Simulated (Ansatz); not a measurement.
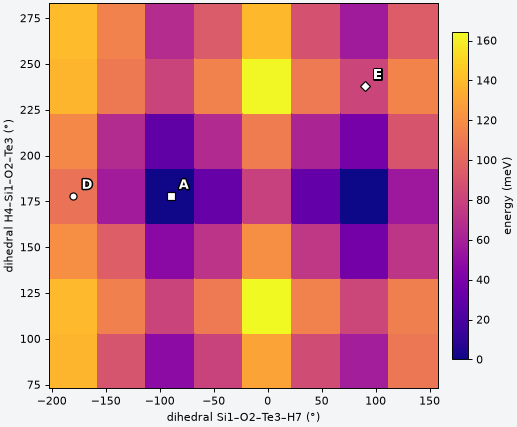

H4OSiTe, SMILES [SiH3]O[TeH]. 
- The first coordinate is: dihedral Si1–O2–Te3–H7; the second: dihedral H4–Si1–O2–Te3.
- Nothing is relaxed (all other coordinates rigid).
- The scan uses an 8 × 7 grid.
- All energies are given in meV relative to the lowest grid point.
- All numbers below come from Ansatz 0.2.0, RHF-MP2, frozen core/def2-TZVP.

Drawn: one coloured cell a grid point, lettered points.

### Is E the lowest point of the computed grid?

No. E lies 81 meV above the lowest grid point, which is at dihedral Si1–O2–Te3–H7 = 90°, dihedral H4–Si1–O2–Te3 = 178°.

### Rank the lettered points by energy, lowest first.

A (1.1 meV), E (81 meV), D (106 meV).

### What kind of point is each of A, D, E: minimum, saddle, maximum or slope?

A: minimum; D: saddle point; E: saddle point. (In these two coordinates alone; a stationary point may lie a little off the grid point.)
